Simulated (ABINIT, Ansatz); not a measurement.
# How the form of the self-energy moves the gap of K2NaScF6 (Fm-3m)

Aim: compare treatments of exchange, screening and correlation for the gap of K2NaScF6 (Fm-3m).

Main program and level: ABINIT 10.8.3; LDA and many-body steps on it, plane waves.

### 1. The structure

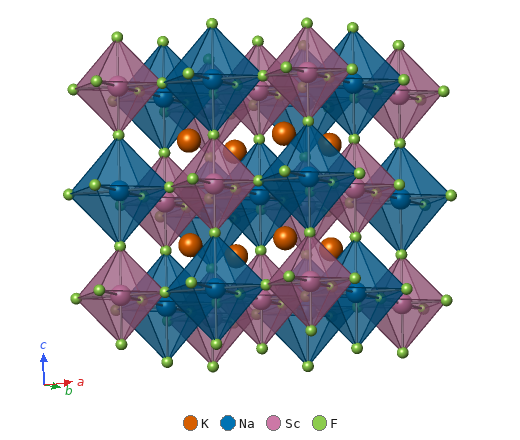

The starting structure, seen slightly off an axis (potassium orange, sodium blue, scandium pink, fluorine green). This picture shows the conventional cell, with its axes. Some periodic images of atoms are drawn too.

The cell and positions come from the Crystallography Open Database and are kept as given unless a step says otherwise.

### 2. Empty states on the mesh, 2×2×2 mesh, 541 bands

This step: ABINIT 10.8.3; DFT, LDA, plane waves, norm-conserving pseudopotentials.

The sums over transitions need many empty states on a uniform mesh; this step solves for them.

File run.abi:

```
acell 3*1.0 Angstrom
rprim 
  -0.000000000000 4.235850000000 4.235850000000
  4.235850000000 -0.000000000000 4.235850000000
  4.235850000000 4.235850000000 -0.000000000000
ntypat 4
znucl 19 11 21 9
natom 10
typat 1 1 2 3 4 4 4 4 4 4
xred 
  0.250000000000 0.250000000000 0.250000000000
  0.750000000000 0.750000000000 0.750000000000
  0.500000000000 0.500000000000 0.500000000000
  0.000000000000 0.000000000000 0.000000000000
  0.765800000000 0.234200000000 0.234200000000
  0.234200000000 0.765800000000 0.234200000000
  0.234200000000 0.765800000000 0.765800000000
  0.765800000000 0.234200000000 0.765800000000
  0.234200000000 0.234200000000 0.765800000000
  0.765800000000 0.765800000000 0.234200000000
pp_dirpath "pseudos"
pseudos "K.upf, Na.upf, Sc.upf, F.upf"
ecut 38
ngkpt 2 2 2
nshiftk 1
shiftk 0 0 0
kptopt 1
chksymbreak 0
iscf -2
irdden 1
istwfk *1
nband 541
nbdbuf 48
tolwfr 1e-09
nstep 60
prtvol 0
indata_prefix "in"
outdata_prefix "out"
tmpdata_prefix "tmp"
```

Command:

```sh
OMP_NUM_THREADS=1 mpirun -n 3 abinit run.abi > log
```

Numbers of over 12 decimals in the logs are rounded to 6 here.

Output:

```text
.Version 10.8.3 of ABINIT. v10.8.2 released Aug 2026.

 Symmetries : space group Fm -3 m (#225); Bravais cF (face-center cubic)
[... echo of the input left out ...]
== DATASET  1 ==================================================================
-   mpi_nproc: 3, omp_nthreads: 1 (-1 if OMP is not activated)

--- !DatasetInfo
iteration_state: {dtset: 1, }
dimensions: {natom: 10, nkpt: 3, mband: 541, nsppol: 1, nspinor: 1, nspden: 1, mpw: 11575, }
cutoff_energies: {ecut:  38.0, pawecutdg:  -1.0, }
[...]
4.34258    4.34259    4.36237    4.36237    4.36238    4.37515    4.39678    4.39682
   4.40724    4.40725    4.40741    4.40795    4.40798    4.40816    4.40913    4.41026
   4.41027    4.41040    4.41095    4.41717    4.48559
 prteigrs : prtvol=0 or 1, do not print more k-points.

== END DATASET(S) ==============================================================
================================================================================

 -outvars: echo values of variables after computation  --------
            nband         541
             nkpt           3
          spgroup         225
 [... the other variables as echoed above ...]

 Calculation completed.
```

Run time: 10 min. Hardware: 3 MPI ranks of Arm Neoverse V1, shared host; peak memory 0.76 GiB.

Numbers from this step:

* gap: 6.651 eV
* k of the valence top: 0, 0, 0
* k of the conduction bottom: 0, 0, 0
* least direct gap: 6.651 eV
* k points computed: 3
* lowest point of the top converged band, above the valence top: 115.2065 eV

On this mesh the gap is 6.651 eV.

The density comes from a self-consistent run that is not shown.

### 3. Screening, 2×2×2 mesh, 225 bands, screening to 141.5 eV

The RPA dielectric matrix is built and inverted for each q.

This step: RPA screening on LDA, plane waves, norm-conserving pseudopotentials.

run.abi, as its differences from that of step 2:

```diff
@@ -28,10 +28,11 @@
 chksymbreak 0
-iscf -2
-irdden 1
 istwfk *1
-nband 541
-nbdbuf 48
-tolwfr 1e-09
-nstep 60
-prtvol 0
+occopt 1
+irdwfk 1
+optdriver 3
+nband 225
+ecuteps 5.2
+inclvkb 2
+awtr 1
+symchi 1
 indata_prefix "in"
```

Command:

```sh
OMP_NUM_THREADS=1 mpirun -n 4 abinit run.abi > log
```

Output:

```text
.Version 10.8.3 of ABINIT. v10.8.2 released Aug 2026.

 Symmetries : space group Fm -3 m (#225); Bravais cF (face-center cubic)
[... echo of the input left out ...]
== DATASET  1 ==================================================================
-   mpi_nproc: 4, omp_nthreads: 1 (-1 if OMP is not activated)

--- !DatasetInfo
iteration_state: {dtset: 1, }
dimensions: {natom: 10, nkpt: 3, mband: 225, nsppol: 1, nspinor: 1, nspden: 1, mpw: 11575, }
cutoff_energies: {ecut:  38.0, pawecutdg:  -1.0, }
electrons: {nelect:   8.00000000E+01, charge:   0.00000000E+00, occopt:   1.00000000E+00, tsmear:   1.00000000E-02, }

 SCREENING: Calculation of the susceptibility and dielectric matrices

 Based on a program developped by R.W. Godby, V. Olevano, G. Onida, and L. Reining.
 Incorporated in ABINIT by V. Olevano, G.-M. Rignanese, and M. Torrent.
.Using double precision arithmetic ; gwpc =  8

[... cell and pseudopotentials left out ...]
--------------------------------------------------------------------------------

 ==== K-mesh for the wavefunctions ====
 Number of points in the irreducible wedge :     3
[... list of points left out ...]
 Together with 48 symmetry operations and time-reversal symmetry
 yields     8 points in the full Brillouin Zone.

 ==== Q-mesh for the screening function ====
 Number of points in the irreducible wedge :     3
[... list of points left out ...]
 Together with 48 symmetry operations and time-reversal symmetry
 yields     8 points in the full Brillouin Zone.

 setmesh: FFT mesh size selected  =    45x   45x   45
          total number of points  =        91125

 vcoul_init : cutoff-mode = AUXILIARY_FUNCTION
 q-points for optical limit:   1
     1)      0.000010    0.000020    0.000030

- screening: taking advantage of time-reversal symmetry
- Maximum band index for partially occupied states nbvw = 40
- Remaining bands to be divided among processors   nbcw = 185
- Number of bands treated by each node ~46

 Number of electrons calculated from density =   80.0000; Expected =   80.0000
 average of density, n =  0.077990
 r_s =    1.4520
 omega_plasma =   26.9387 [eV]

 calculating chi0 at frequencies [eV] :
  1    0.000000E+00    0.000000E+00
  2    0.000000E+00    2.693869E+01

--------------------------------------------------------------------------------
  q-point number  1        q = ( 0.000000, 0.000000, 0.000000) [r.l.u.]
--------------------------------------------------------------------------------
[... chi0 elements left out ...]
 For q-point:  0.000010 0.000020 0.000030
  dielectric constant =   2.0606
  dielectric constant without local fields =   2.2748

  Average fulfillment of the sum rule on Im[epsilon] for q-point    1 :     50.90  [%]
[... wings left out ...]
  q-point number  2        q = ( 0.500000, 0.000000, 0.000000) [r.l.u.]
--------------------------------------------------------------------------------
[... chi0 elements left out ...]
  Average fulfillment of the sum rule on Im[epsilon] for q-point    2 :     55.02  [%]

 [... 1 further q-points ...]
```

The job ended after 2 min (4 MPI ranks; peak memory 2.6 GiB).

This step gave:

```
ε∞ with local fields, on this mesh, along the program's q direction : 2.061
the same without local fields                                       : 2.275
plasma frequency                                                    : 26.94 eV
plane waves in the screening matrix                                 : 561
```

Local fields lower ε∞ by 9 %. On a Γ-centred mesh this coarse the value itself is usually too large, while a short band sum pulls it down.

### 4. G0W0, Godby-Needs plasmon pole

The self-energy is evaluated for the states that the input lists, and the levels follow from it, in one-shot runs by the linearised quasiparticle equation.

This step: G0W0 on LDA, plane waves, norm-conserving pseudopotentials.

run.abi, as its differences from that of step 3:

```diff
@@ -31,8 +31,15 @@
 irdwfk 1
-optdriver 3
+optdriver 4
 nband 225
+gwcalctyp 0
+ecutsigx 38
+symsigma 1
+nkptgw 1
+kptgw 
+  0.0000000000 0.0000000000 0.0000000000
+bdgw 
+  38 44
 ecuteps 5.2
-inclvkb 2
-awtr 1
-symchi 1
+irdscr 1
+ppmodel 1
 indata_prefix "in"
```

Output:

```text
.Version 10.8.3 of ABINIT. v10.8.2 released Aug 2026.

 Symmetries : space group Fm -3 m (#225); Bravais cF (face-center cubic)
[... echo of the input left out ...]
== DATASET  1 ==================================================================
-   mpi_nproc: 4, omp_nthreads: 1 (-1 if OMP is not activated)

--- !DatasetInfo
iteration_state: {dtset: 1, }
dimensions: {natom: 10, nkpt: 3, mband: 225, nsppol: 1, nspinor: 1, nspden: 1, mpw: 11575, }
cutoff_energies: {ecut:  38.0, pawecutdg:  -1.0, }
electrons: {nelect:   8.00000000E+01, charge:   0.00000000E+00, occopt:   1.00000000E+00, tsmear:   1.00000000E-02, }

 SIGMA: Calculation of the GW corrections

 Based on a program developped by R.W. Godby, V. Olevano, G. Onida, and L. Reining.
 Incorporated in ABINIT by V. Olevano, G.-M. Rignanese, and M. Torrent.
.Using double precision arithmetic ; gwpc =  8

[... cell and pseudopotentials left out ...]
--------------------------------------------------------------------------------

 ==== K-mesh for the wavefunctions ====
 Number of points in the irreducible wedge :     3
[... list of points left out ...]
 Together with 48 symmetry operations and time-reversal symmetry
 yields     8 points in the full Brillouin Zone.

 ==== Q-mesh for screening function ====
 Number of points in the irreducible wedge :     3
[... list of points left out ...]
 Together with 48 symmetry operations and time-reversal symmetry
 yields     8 points in the full Brillouin Zone.

 vcoul_init : cutoff-mode = AUXILIARY_FUNCTION
 q-points for optical limit:   1
     1)      0.000010    0.000020    0.000030
 setmesh: FFT mesh size selected  =    64x   64x   64
          total number of points  =       262144

 Number of electrons calculated from density =   80.0000; Expected =   80.0000
 average of density, n =  0.077990
 r_s =    1.4520
 omega_plasma =   26.9387 [eV]

 === KS Band Gaps ===
  >>>> For spin  1
   Minimum direct gap =   6.6506 [eV], located at k-point      :   0.0000  0.0000  0.0000
   Fundamental gap    =   6.6506 [eV], Top of valence bands at :   0.0000  0.0000  0.0000
                                       Bottom of conduction at :   0.0000  0.0000  0.0000
 SIGMA fundamental parameters:
 PLASMON POLE MODEL  1
 number of plane-waves for SigmaX                11575
 number of plane-waves for SigmaC and W            561
 number of plane-waves for wavefunctions         11575
 number of bands                                   225
 number of independent spin polarizations            1
 number of spinorial components                      1
 number of k-points in IBZ                           3
 number of q-points in IBZ                           3
 number of symmetry operations                      48
 number of k-points in BZ                            8
 number of q-points in BZ                            8
 number of frequencies for dSigma/dE                 9
 frequency step for dSigma/dE [eV]                0.25
 number of omega for Sigma on real axis              0
 max omega for Sigma on real axis  [eV]           0.00
 zcut for avoiding poles [eV]                     0.10

 EPSILON^-1 parameters (SCR file):
 dimension of the eps^-1 matrix on file            561
 dimension of the eps^-1 matrix used               561
 number of plane-waves for wavefunctions         11575
 number of bands                                   225
 number of q-points in IBZ                           3
 number of frequencies                               2
 number of real frequencies                          1
 number of imag frequencies                          1

 matrix elements of self-energy operator (all in [eV])

 Perturbative Calculation

--- !SelfEnergy_ee
iteration_state: {dtset: 1, }
kpoint     : [   0.000,    0.000,    0.000, ]
spin       : 1
KS_gap     :    6.651
QP_gap     :   10.407
Delta_QP_KS:    3.756
data: !SigmaeeData |
     Band     E0 <VxcDFT>   SigX SigC(E0)      Z dSigC/dE  Sig(E)    E-E0       E
       38  -0.630 -22.370 -29.691   5.105   0.809  -0.236 -24.163  -1.793  -2.424
       39  -0.630 -22.370 -29.691   5.105   0.809  -0.236 -24.163  -1.793  -2.424
       40  -0.630 -22.370 -29.691   5.105   0.809  -0.236 -24.163  -1.793  -2.424
       41   6.020  -9.648  -4.723  -2.735   0.896  -0.116  -7.685   1.963   7.983
       42   6.774 -18.434 -10.215  -3.841   0.834  -0.199 -14.782   3.652  10.426
       43   6.774 -18.434 -10.215  -3.841   0.834  -0.199 -14.782   3.652  10.426
       44   6.774 -18.434 -10.215  -3.841   0.834  -0.199 -14.782   3.652  10.426

== END DATASET(S) ==============================================================
================================================================================

 -outvars: echo values of variables after computation  --------
           etotal      0.0000000000E+00
            nband         225
             nkpt           3
          spgroup         225
 [... the other variables as echoed above ...]

 Calculation completed.
```

It took 24 s on 4 MPI ranks; peak memory 1.9 GiB.

Numbers from this step:

```
G0W0 gap on the points computed              : 10.41 eV
starting gap on the mesh                     : 6.651 eV
k of the valence top                         : 0, 0, 0
k of the conduction bottom                   : 0, 0, 0
Z at the valence top                         : 0.809
Z at the conduction bottom                   : 0.896
least direct G0W0 gap on the computed points : 10.41 eV
```

The gap on the mesh goes from 6.65 eV to 10.41 eV, a correction of +3.76 eV.

### 5. G0W0, von der Linden-Horsch plasmon pole

run.abi, as its differences from that of step 4:

```diff
@@ -43,3 +43,3 @@
 irdscr 1
-ppmodel 1
+ppmodel 3
 indata_prefix "in"
```

Output:

```text
.Version 10.8.3 of ABINIT. v10.8.2 released Aug 2026.

 Symmetries : space group Fm -3 m (#225); Bravais cF (face-center cubic)
[... echo of the input left out ...]
== DATASET  1 ==================================================================
-   mpi_nproc: 4, omp_nthreads: 1 (-1 if OMP is not activated)

--- !DatasetInfo
iteration_state: {dtset: 1, }
dimensions: {natom: 10, nkpt: 3, mband: 225, nsppol: 1, nspinor: 1, nspden: 1, mpw: 11575, }
cutoff_energies: {ecut:  38.0, pawecutdg:  -1.0, }
electrons: {nelect:   8.00000000E+01, charge:   0.00000000E+00, occopt:   1.00000000E+00, tsmear:   1.00000000E-02, }

 SIGMA: Calculation of the GW corrections

 Based on a program developped by R.W. Godby, V. Olevano, G. Onida, and L. Reining.
 Incorporated in ABINIT by V. Olevano, G.-M. Rignanese, and M. Torrent.
.Using double precision arithmetic ; gwpc =  8

[... cell and pseudopotentials left out ...]
--------------------------------------------------------------------------------

 ==== K-mesh for the wavefunctions ====
 Number of points in the irreducible wedge :     3
[... list of points left out ...]
 Together with 48 symmetry operations and time-reversal symmetry
 yields     8 points in the full Brillouin Zone.

 ==== Q-mesh for screening function ====
 Number of points in the irreducible wedge :     3
[... list of points left out ...]
 Together with 48 symmetry operations and time-reversal symmetry
 yields     8 points in the full Brillouin Zone.

 vcoul_init : cutoff-mode = AUXILIARY_FUNCTION
 q-points for optical limit:   1
     1)      0.000010    0.000020    0.000030
 setmesh: FFT mesh size selected  =    64x   64x   64
          total number of points  =       262144

 Number of electrons calculated from density =   80.0000; Expected =   80.0000
[...]
number of q-points in BZ                            8
 number of frequencies for dSigma/dE                 9
 frequency step for dSigma/dE [eV]                0.25
 number of omega for Sigma on real axis              0
 max omega for Sigma on real axis  [eV]           0.00
 zcut for avoiding poles [eV]                     0.10

 EPSILON^-1 parameters (SCR file):
 dimension of the eps^-1 matrix on file            561
 dimension of the eps^-1 matrix used               561
 number of plane-waves for wavefunctions         11575
 number of bands                                   225
 number of q-points in IBZ                           3
 number of frequencies                               2
 number of real frequencies                          1
 number of imag frequencies                          1

 matrix elements of self-energy operator (all in [eV])

 Perturbative Calculation

--- !SelfEnergy_ee
iteration_state: {dtset: 1, }
kpoint     : [   0.000,    0.000,    0.000, ]
spin       : 1
KS_gap     :    6.651
QP_gap     :   10.586
Delta_QP_KS:    3.936
data: !SigmaeeData |
     Band     E0 <VxcDFT>   SigX SigC(E0)      Z dSigC/dE  Sig(E)    E-E0       E
       38  -0.630 -22.370 -29.691   4.970   0.895  -0.118 -24.473  -2.104  -2.734
       39  -0.630 -22.370 -29.691   4.970   0.895  -0.118 -24.473  -2.104  -2.734
       40  -0.630 -22.370 -29.691   4.970   0.895  -0.118 -24.473  -2.104  -2.734
       41   6.020  -9.648  -4.723  -2.985   0.944  -0.059  -7.816   1.832   7.852
       42   6.774 -18.434 -10.215  -3.909   0.912  -0.097 -14.505   3.929  10.703
       43   6.774 -18.434 -10.215  -3.909   0.912  -0.097 -14.505   3.929  10.703
       44   6.774 -18.434 -10.215  -3.909   0.912  -0.097 -14.505   3.929  10.703

== END DATASET(S) ==============================================================
================================================================================

 -outvars: echo values of variables after computation  --------
           etotal      0.0000000000E+00
            nband         225
             nkpt           3
          spgroup         225
 [... the other variables as echoed above ...]

 Calculation completed.
```

Elapsed: 15 s, on 4 MPI ranks; peak memory 1.7 GiB.

Numbers from this step:

```
G0W0 gap on the points computed              : 10.59 eV
starting gap on the mesh                     : 6.651 eV
k of the valence top                         : 0, 0, 0
k of the conduction bottom                   : 0, 0, 0
Z at the valence top                         : 0.895
Z at the conduction bottom                   : 0.944
least direct G0W0 gap on the computed points : 10.59 eV
```

Against G0W0 in ABINIT (2×2×2 mesh, 225 bands, screening to 141.5 eV, Godby-Needs plasmon pole), the gap moves by +0.179 eV.

### 6. G0W0, Engel-Farid plasmon pole

run.abi, as its differences from that of step 5:

```diff
@@ -43,3 +43,3 @@
 irdscr 1
-ppmodel 3
+ppmodel 4
 indata_prefix "in"
```

Output:

```text
.Version 10.8.3 of ABINIT. v10.8.2 released Aug 2026.

 Symmetries : space group Fm -3 m (#225); Bravais cF (face-center cubic)
[... echo of the input left out ...]
== DATASET  1 ==================================================================
-   mpi_nproc: 4, omp_nthreads: 1 (-1 if OMP is not activated)

--- !DatasetInfo
iteration_state: {dtset: 1, }
dimensions: {natom: 10, nkpt: 3, mband: 225, nsppol: 1, nspinor: 1, nspden: 1, mpw: 11575, }
cutoff_energies: {ecut:  38.0, pawecutdg:  -1.0, }
[...]
42   6.774 -18.434 -10.215  -3.821   0.862  -0.160 -14.643   3.791  10.565
       43   6.774 -18.434 -10.215  -3.821   0.862  -0.160 -14.643   3.791  10.565
       44   6.774 -18.434 -10.215  -3.821   0.862  -0.160 -14.643   3.791  10.565

== END DATASET(S) ==============================================================
================================================================================

 -outvars: echo values of variables after computation  --------
           etotal      0.0000000000E+00
            nband         225
             nkpt           3
          spgroup         225
 [... the other variables as echoed above ...]

 Calculation completed.
```

Run time: 15 s. Hardware: 4 MPI ranks; peak memory 1.7 GiB; 59 s of CPU time.

Numbers from this step:

- G0W0 gap on the points computed: 10.41 eV
- starting gap on the mesh: 6.651 eV
- k of the valence top: 0, 0, 0
- k of the conduction bottom: 0, 0, 0
- least direct G0W0 gap on the computed points: 10.41 eV

Against G0W0 in ABINIT (2×2×2 mesh, 225 bands, screening to 141.5 eV, Godby-Needs plasmon pole), the gap moves by +0.005 eV.

(Part 1 of 2 ends here.)

[Paths, hosts, dates, memory and timing lines, banners, echoed tables and standing remarks are left out of the program output.]

[Logs are printed without paths, hosts, clocks, repeated set-up lines and the standing remarks that a program may print on its own settings, such as how far it seeks lower states.]

[Runs of the session that timed out or met a known fault of the program may be left out.]

[Hosts, paths, dates, database ids (printed as entryN), source tags and the programs' standing remarks are cut or masked in the printed files.]

[G0W0 gaps are taken among the corrected bands and points alone; a level outside them can change the order at an edge.]

[Where Ansatz stands beside ABINIT at settings called matched, ABINIT's density can come from a denser mesh and the files from another edition; pairs whose starting gaps differed by over 0.03 eV were left out, so agreement reads better than it is.]
